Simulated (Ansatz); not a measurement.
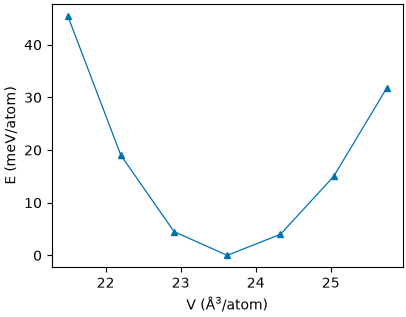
GaSb (rock salt, Fm-3m) under volume change, the program Ansatz at the r²SCAN level (PAW), scaled uniformly.

What does a third-order Birch–Murnaghan fit give for V₀, B₀ and B′?

V₀ = 23.62 Å³/atom, B₀ = 63.2 GPa, B′ = 4.9.

The cell is a constructed one: a structure type filled with these elements; neither database checked (COD, Materials Project) lists it. It is not the phase usual at ambient conditions (space group No. 216). Symmetry was held in the r²SCAN relaxation; whether a distortion lowers the energy is not shown. Scalar-relativistic: spin–orbit coupling is off unless named, which matters more the heavier the elements.

Potentials: the later of the program's two PAW sets.
